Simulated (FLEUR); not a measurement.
**SrVO3: moments or none**

Wanted: the moments of SrVO3 and the energy gained by spin polarisation.

Main program and level: FLEUR MaX-R8.1; PBEsol with U = 2.82 eV, J = 0.9 eV on V d; all-electron FLAPW, Dirac cores, scalar-relativistic bands.

### 1. Starting point

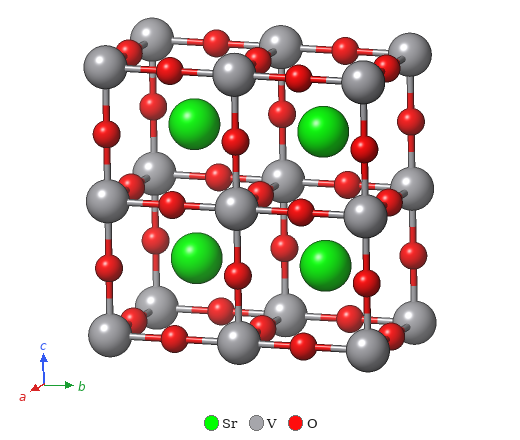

The starting structure, seen slightly off an axis (strontium green, vanadium grey, oxygen red). 1×2×2 cells are drawn. Some periodic images of atoms are drawn too.

As a file:

```cif
data_structure
_symmetry_space_group_name_H-M 'Pm-3m'
_symmetry_Int_Tables_number 221
_cell_length_a 3.8409
_cell_length_b 3.8409
_cell_length_c 3.8409
_cell_angle_alpha 90.000
_cell_angle_beta 90.000
_cell_angle_gamma 90.000
_cell_volume 56.66
loop_
_atom_site_label
_atom_site_type_symbol
_atom_site_symmetry_multiplicity
_atom_site_Wyckoff_symbol
_atom_site_fract_x
_atom_site_fract_y
_atom_site_fract_z
_atom_site_occupancy
Sr1 Sr 1 b 0.50000 0.50000 0.50000 1
V1 V 1 a 0.00000 0.00000 0.00000 1
O1 O 3 d 0.50000 0.00000 0.00000 1
```

### 2. Run 1 (ferro +)

The parallel start comes first: it shows whether parallel moments hold. A Hubbard U acts on the open shell, since semilocal functionals spread its electrons too much.

inpgen writes inp.xml from crystal.txt; cutoffs, mixing, functional, smearing and local orbitals are then set in the file. The k list default-1 (kpts.xml, not shown) is a Γ-centred 6×6×6 mesh; where the ranks do not divide the number of points, some are split in two of half the weight.

The input, inp.xml:

```
<?xml version="1.0" encoding="UTF-8" standalone="no"?>
<fleurInput fleurInputVersion="0.39">
   <comment>
      SrVO3
   </comment>
   <calculationSetup>
      <cutoffs Kmax="4.4" Gmax="13.2" GmaxXC="13.2" numbands="0"/>
      <scfLoop itmax="130" minDistance="0.0001" maxIterBroyd="6" imix="Anderson" alpha="0.05" precondParam="0.7" spinf="2.0" sdNocoIR="T"/>
      <coreElectrons ctail="T" frcor="F" kcrel="0" coretail_lmax="0"/>
      <xcFunctional name="PBEs" relativisticCorrections="F"/>
      <magnetism jspins="2"/>
      <soc l_soc="F" theta="0.0" phi="0.0" spav="F"/>
      <expertModes spex="0" secvar="F"/>
      <geometryOptimization l_f="F" forcealpha="1.0" forcemix="BFGS" epsdisp="0.00001" epsforce="0.00001"/>
      <ldaU l_linMix="F" mixParam="0.05" spinf="1.0"/>
   </calculationSetup>
   <cell>
      <bzIntegration valenceElectrons="41.0" mode="hist" fermiSmearingEnergy="0.00293995">
         <kPointListSelection listName="default-1"/>
         <xi:include xmlns:xi="http://www.w3.org/2001/XInclude" href="kpts.xml"> </xi:include>
      </bzIntegration>
      <xi:include xmlns:xi="http://www.w3.org/2001/XInclude" href="sym.xml"> </xi:include>
      <bulkLattice scale="1.0">
         <bravaisMatrix>
            <row-1>    7.2582490719761399     0.0000000000000000     0.0000000000000000</row-1>
            <row-2>    0.0000000000000000     7.2582490719761399     0.0000000000000000</row-2>
            <row-3>    0.0000000000000000     0.0000000000000000     7.2582490719761399</row-3>
         </bravaisMatrix>
      </bulkLattice>
   </cell>
   <atomSpecies>
      <species name="Strontium (Sr)" element="Sr" atomicNumber="38">
         <mtSphere radius="2.8" gridPoints="925" logIncrement="0.014"/>
         <atomicCutoffs lmax="10" lnonsphr="8"/>
         <electronConfig flipSpins="F">
            <coreConfig>(1s1/2) (2s1/2) (2p1/2) (2p3/2) (3s1/2) (3p1/2) (3p3/2) (3d3/2) (3d5/2)</coreConfig>
            <valenceConfig>(4s1/2) (4p1/2) (4p3/2) (5s1/2)</valenceConfig>
         </electronConfig>
         <energyParameters s="5" p="5" d="4" f="4"/>
         <lo type="SCLO" l="0" n="4" eDeriv="0"/>
         <lo type="SCLO" l="1" n="4" eDeriv="0"/>
      </species>
      <species name="Vanadium (2.002" element="V" atomicNumber="23">
         <mtSphere radius="2.26" gridPoints="747" logIncrement="0.016"/>
         <atomicCutoffs lmax="8" lnonsphr="6"/>
         <electronConfig flipSpins="F">
            <coreConfig>(1s1/2) (2s1/2) (2p1/2) (2p3/2)</coreConfig>
            <valenceConfig>(3s1/2) (3p1/2) (3p3/2) (4s1/2) (3d3/2) (3d5/2)</valenceConfig>
            <stateOccupation state="(3d3/2)" spinUp="0.701" spinDown="0.499"/>
            <stateOccupation state="(3d5/2)" spinUp="1.8" spinDown="0.0"/>
         </electronConfig>
         <energyParameters s="4" p="4" d="3" f="4"/>
         <ldaU l="2" U="2.82" J="0.9" l_amf="F"/>
         <lo type="SCLO" l="0" n="3" eDeriv="0"/>
         <lo type="SCLO" l="1" n="3" eDeriv="0"/>
      </species>
      <species name="Oxygen (O)" element="O" atomicNumber="8">
         <mtSphere radius="1.28" gridPoints="423" logIncrement="0.025"/>
         <atomicCutoffs lmax="6" lnonsphr="4"/>
         <electronConfig flipSpins="F">
            <coreConfig>(1s1/2)</coreConfig>
            <valenceConfig>(2s1/2) (2p1/2) (2p3/2)</valenceConfig>
            <stateOccupation state="(2p1/2)" spinUp="0.666667" spinDown="0.666667"/>
            <stateOccupation state="(2p3/2)" spinUp="1.333333" spinDown="1.333333"/>
         </electronConfig>
         <energyParameters s="2" p="2" d="3" f="4"/>
      </species>
   </atomSpecies>
   <atomGroups>
      <atomGroup species="Strontium (Sr)">
         <relPos label="                   1">1.000/2.000 1.000/2.000 1.000/2.000</relPos>
         <force calculate="T" relaxXYZ="TTT"/>
      </atomGroup>
      <atomGroup species="Vanadium (2.002">
         <relPos label="                   2">.0000000000 .0000000000 .0000000000</relPos>
         <force calculate="T" relaxXYZ="TTT"/>
      </atomGroup>
      <atomGroup species="Oxygen (O)">
         <relPos label="                   3">1.000/2.000 .0000000000 .0000000000</relPos>
         <relPos label="                   4">.0000000000 1.000/2.000 .0000000000</relPos>
         <relPos label="                   5">.0000000000 .0000000000 1.000/2.000</relPos>
         <force calculate="T" relaxXYZ="TTT"/>
      </atomGroup>
   </atomGroups>
   <output dos="F" band="F" slice="F">
      <bandDOS minEnergy="-.5*Htr" maxEnergy="0.5*Htr" sigma="0.015" storeEVData="T"/>
      <plotting iplot="0" polar="F">
         <plot TwoD="T" vec1="  1.0  0.0  0.0" vec2="  0.0  1.0  0.0" vec3="  0.0  0.0  1.0" zero="  0.0  0.0  0.0" file="plot"/>
      </plotting>
      <moessbauerParams electricFieldGradient="F" isomerShift="F" coreHyperfine="F" valenceHyperfine="F"/>
   </output>
</fleurInput>
```

The input, crystal.txt:

```
SrVO3
&input film=F cartesian=F /
3.84090000000  0.00000000000  0.00000000000
0.00000000000  3.84090000000  0.00000000000
0.00000000000  0.00000000000  3.84090000000
1.8897261246
1.0 1.0 1.0

5
38 0.50000000000  0.50000000000  0.50000000000
23 0.00000000000  0.00000000000  0.00000000000 : 2.002
8 0.50000000000  0.00000000000  0.00000000000
8 0.00000000000  0.50000000000  0.00000000000
8 0.00000000000  0.00000000000  0.50000000000

&kpt div1=6 div2=6 div3=6 gamma=T /
```

Launch:

```sh
> OMP_NUM_THREADS=1 inpgen -f crystal.txt > inpgen.log  # inp.xml is then edited as shown
> OMP_NUM_THREADS=1 mpirun -n 4 fleur_MPI > fleur.log
```

What it wrote:

```text
Welcome to FLEUR        (www.flapw.de)
      MaX-Release 8.1          (www.max-centre.eu)

 ========== k-point set info ==========
 Selected k-point list: default-1
 k-point list type: mesh
 6 x 6 x 6
 Number of k points: 20

 ------------Calculation Setup---------------------------
 Number of MPI-tasks      :            4
 Number of PE/node        :            4
 Number of OMP-threads    :            1
 k-points in parallel     :            4
 pe's per k-point         :            1
 No of k-point loops      :            5
 Eigenvalue solver        :       lapack
 Number of basis functions:          590
 Approximate size of matrices (H+S) per k-point:         0.005 GB
 --------------------------------------------------------
 no density matrix found ... skipping LDA+U
 Reset of history
 Iteration:     1   Distance:      27.63266332 me/bohr^3
 Iteration:     2   Distance:      24.86729293 me/bohr^3
 Iteration:     3   Distance:      21.48501657 me/bohr^3
 Iteration:     4   Distance:      10.04987775 me/bohr^3
 Iteration:     5   Distance:      11.55258095 me/bohr^3
 Iteration:     6   Distance:       2.00621620 me/bohr^3
 Iteration:     7   Distance:       2.51034821 me/bohr^3
 Iteration:     8   Distance:       2.04481911 me/bohr^3
 Iteration:     9   Distance:       0.98922416 me/bohr^3
 Iteration:    10   Distance:       0.72400282 me/bohr^3
 Iteration:    11   Distance:       0.32298203 me/bohr^3
 Iteration:    12   Distance:       0.45964046 me/bohr^3
 Iteration:    13   Distance:       0.36679253 me/bohr^3
 Iteration:    14   Distance:       0.08533374 me/bohr^3
 Iteration:    15   Distance:       0.03272075 me/bohr^3
 Iteration:    16   Distance:       0.05085261 me/bohr^3
 Iteration:    17   Distance:       0.02066884 me/bohr^3
 Iteration:    18   Distance:       0.01640673 me/bohr^3
 Iteration:    19   Distance:       0.00814982 me/bohr^3
 Iteration:    20   Distance:       0.00486592 me/bohr^3
 Iteration:    21   Distance:       0.00279138 me/bohr^3
 Iteration:    22   Distance:       0.00164805 me/bohr^3
 Iteration:    23   Distance:       0.00149940 me/bohr^3
 Iteration:    24   Distance:       0.00091405 me/bohr^3
 Iteration:    25   Distance:       0.00023036 me/bohr^3
 Iteration:    26   Distance:       0.00010587 me/bohr^3
 Iteration:    27   Distance:       0.00005701 me/bohr^3

 ********************************************************************
 Run finished successfully
 Stop message:
   all done
 ********************************************************************

--- out.xml (last complete iteration) ---
<iteration numberForCurrentRun="   27" overallNumber="   27">
         [... left out ...]
         <bandgap value="0.0041077912" units="eV"/>
         <sumValenceSingleParticleEnergies value="-4.7567451289" units="Htr"/>
         <FermiEnergy value="0.5394751276" units="Htr"/>
         <valenceDensity>
            <mtCharges spin="1">
               <mtCharge atomType="1" total="4.1715080" s="1.0292517" p="2.9442461" d="0.1569686" f="0.0302836"/>
               <mtCharge atomType="2" total="6.2298466" s="1.1256679" p="3.1781566" d="1.8311185" f="0.0707449"/>
               <mtCharge atomType="3" total="1.9984371" s="0.6272873" p="1.3688732" d="0.0019780" f="0.0002496"/>
            </mtCharges>
            <mtCharges spin="2">
               <mtCharge atomType="1" total="4.1699782" s="1.0299015" p="2.9463217" d="0.1542593" f="0.0291940"/>
               <mtCharge atomType="2" total="5.2501469" s="1.1207974" p="3.1718661" d="0.8634999" f="0.0688684"/>
               <mtCharge atomType="3" total="2.0207626" s="0.6284619" p="1.3909868" d="0.0010774" f="0.0002023"/>
            </mtCharges>
            <spinDependentCharge spin="1" total="20.9907822" interstitial="4.5941164" mtSpheres="16.3966658"/>
            <spinDependentCharge spin="2" total="20.0092178" interstitial="4.5268048" mtSpheres="15.4824130"/>
            <totalCharge value="41.0000000000"/>
         </valenceDensity>
         [... left out ...]
         <allElectronCharges>
            <spinDependentCharge spin="1" total="42.9907822" interstitial="4.5941280" mtSpheres="38.3966542"/>
            <spinDependentCharge spin="2" total="42.0092178" interstitial="4.5268165" mtSpheres="37.4824013"/>
            <totalCharge value="84.9999999882"/>
         </allElectronCharges>
         <magneticMomentsInMTSpheres units="muBohr">
            <globalMagMoment atomType="1" vec="0.00000   0.00000   0.00153"/>
            <localMagMoment atomType="1" vec="0.00000   0.00000   0.00153"/>
            <globalMagMoment atomType="2" vec="0.00000   0.00000   0.97970"/>
            <localMagMoment atomType="2" vec="0.00000   0.00000   0.97970"/>
            <globalMagMoment atomType="3" vec="0.00000   0.00000  -0.02233"/>
            <localMagMoment atomType="3" vec="0.00000   0.00000  -0.02233"/>
         </magneticMomentsInMTSpheres>
         <moessbauerParams unitsHFF="kG" unitsIS="e/bohr^3" unitsEFG="Htr/bohr^2">
         </moessbauerParams>
         <totalEnergy value="    -4351.4743634801" units="Htr">
            <sumOfEigenvalues value="    -2511.9684117527">
               <coreElectrons value="-2507.2116666238"/>
               <valenceElectrons value="-4.7567451289"/>
            </sumOfEigenvalues>
            <densityCoulombPotentialIntegral value="-6741.3187290385"/>
            <densityEffectivePotentialIntegral value="-6967.4770960003"/>
            <chargeDenXCDenIntegral value="-172.6338818143"/>
            <FockExchangeEnergyValence value="0.0000000000"/>
            <FockExchangeEnergyCore value="0.0000000000"/>
            <atomTypeDependentContributions atomType="1">
               <electronNucleiInteractionDifferentMTs value="3828.8897431645"/>
               <MadelungTerm value="-21.3637416488"/>
            </atomTypeDependentContributions>
            <atomTypeDependentContributions atomType="2">
               <electronNucleiInteractionDifferentMTs value="1124.8480293414"/>
               <MadelungTerm value="-12.5825488488"/>
            </atomTypeDependentContributions>
            <atomTypeDependentContributions atomType="3">
               <electronNucleiInteractionDifferentMTs value="254.1217135811"/>
               <MadelungTerm value="-21.9164238925"/>
            </atomTypeDependentContributions>
            <dftUCorrection value="-0.0323990828"/>
            <tkbTimesEntropy value="0.0016695301"/>
            <freeEnergy value="-4351.4760330102"/>
            <extrapolationTo0K value="-4351.4751982452"/>
         </totalEnergy>
         <ldaUDensityMatrix>
            <densityMatrixFor spin="1" atomType="2" uIndex="1" l="2" U="2.82000000" J="0.90000000">
               (+0.35117,+0.00000) (+0.00000,+0.00000) (+0.00000,+0.00000) (+0.00000,+0.00000) (-0.07528,+0.00000)
               (+0.00000,+0.00000) (+0.42645,+0.00000) (+0.00000,+0.00000) (+0.00000,+0.00000) (+0.00000,+0.00000)
               (+0.00000,+0.00000) (+0.00000,+0.00000) (+0.27588,+0.00000) (+0.00000,+0.00000) (+0.00000,+0.00000)
               (+0.00000,+0.00000) (+0.00000,+0.00000) (+0.00000,+0.00000) (+0.42645,+0.00000) (+0.00000,+0.00000)
               (-0.07528,+0.00000) (+0.00000,+0.00000) (+0.00000,+0.00000) (+0.00000,+0.00000) (+0.35117,+0.00000)
            </densityMatrixFor>
            <densityMatrixFor spin="2" atomType="2" uIndex="1" l="2" U="2.82000000" J="0.90000000">
               (+0.18783,+0.00000) (+0.00000,+0.00000) (+0.00000,+0.00000) (+0.00000,+0.00000) (+0.07564,+0.00000)
               (+0.00000,+0.00000) (+0.11218,+0.00000) (+0.00000,+0.00000) (+0.00000,+0.00000) (+0.00000,+0.00000)
               (+0.00000,+0.00000) (+0.00000,+0.00000) (+0.26347,+0.00000) (+0.00000,+0.00000) (+0.00000,+0.00000)
               (+0.00000,+0.00000) (+0.00000,+0.00000) (+0.00000,+0.00000) (+0.11218,+0.00000) (+0.00000,+0.00000)
               (+0.07564,+0.00000) (+0.00000,+0.00000) (+0.00000,+0.00000) (+0.00000,+0.00000) (+0.18783,+0.00000)
            </densityMatrixFor>
         </ldaUDensityMatrix>
         <ldaUDensityMatrixConvergence>
            <distance spin="1" distance="0.000001"/>
            <distance spin="2" distance="0.000001"/>
         </ldaUDensityMatrixConvergence>
         <densityConvergence units="me/bohr^3">
            <chargeDensity spin="1" distance="0.0000376661"/>
            <chargeDensity spin="2" distance="0.0000279755"/>
            <overallChargeDensity distance="0.0000570091"/>
            <spinDensity distance="0.0000339512"/>
         </densityConvergence>
      </iteration>
```

The job ended after 63 s (4 MPI ranks of Intel Xeon Platinum 8259CL at 2.50GHz (Skylake/Cascade Lake), shared host; peak memory 0.32 GiB).

Spin moment in the muffin-tin sphere by atom:

```csv
atom,spin moment in the muffin-tin sphere (μB)
Sr1,0.002
V2,0.980
O3,-0.022
O4,-0.022
O5,-0.022
```

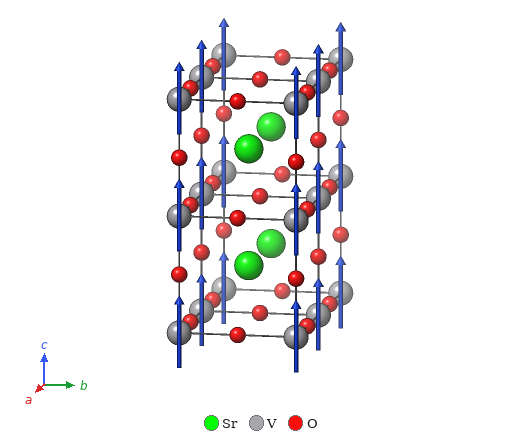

Spin moment in the muffin-tin sphere as arrows, the longest 0.980 μB. Up and down stand for the sign. Arrows give size and sign along the axis of quantisation, drawn up and down the page. 2×1×2 cells are drawn. Some periodic images of atoms are drawn too.

Numbers from this step:

```
free energy                                                       : -118409.6951 eV
program's band gap on this mesh (in a metal only a level spacing) : 0.004108 eV
magnetization                                                     : 0.9816 μB
final state                                                       : ferromagnetic
```

After 27 cycles the largest moment stands at 0.980 μB.

[end of part 1 of 2]

[Logs and program files are shortened in this print: banners, set-up blocks, solver, clock and traceback lines can be left out without a mark of their own.]

[Logs are printed without paths, hosts, clocks, repeated set-up lines and the standing remarks that a program may print on its own settings, such as how far it seeks lower states.]

[Hosts, paths, dates, database ids (printed as entryN), source tags and the programs' standing remarks are cut or masked in the printed files.]

[Where a cell is said to come from a database of computed structures, the database is the Materials Project.]
